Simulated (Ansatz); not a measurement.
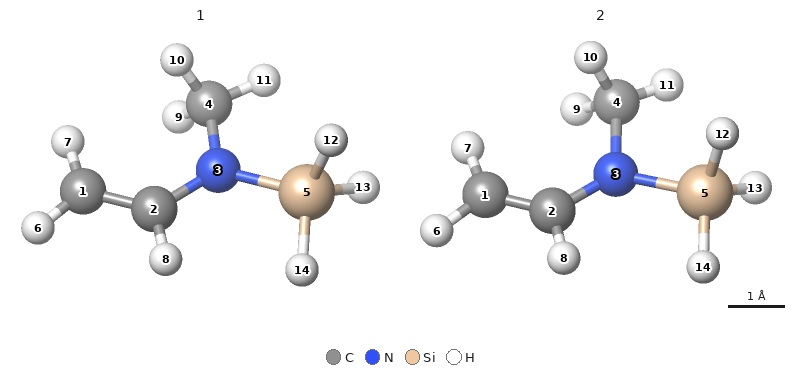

Two geometries of C$_{3}$H$_{9}$NSi (coarse preliminary run), drawn at one scale. One is the start of a relaxation, the other its converged end. Style: ball-and-stick. Shown at a tilt.

Computed with RKS PBE-D4/def2-SVP (Ansatz 0.2.0). Settings: force threshold 0.03 eV/Å; at most 200 steps.

**Which one is relaxed?**

Structure 1 is the relaxed one. The start comes from a force field. Over 7 geometry steps the energy falls by 0.799 eV. The largest force component goes from 6.4 to 0.022 eV/Å. H10 moves most after the best rigid fit: 0.28 Å. By element the largest moves are H 0.28 Å, C 0.14 Å, N 0.09 Å, Si 0.04 Å. Among the contacts that change: C4–H11 1.016 → 1.108 Å, N3–C4 1.542 → 1.454 Å, C1–C2 1.276 → 1.355 Å, Si5–H13 1.442 → 1.505 Å. Among the angles between lasting bonds that change: C4–N3–Si5 109.7° → 119.6°, N3–C4–H10 105.9° → 112.0°, N3–Si5–H12 107.1° → 113.2°. The run took of the order of 50 core-seconds on a shared host.
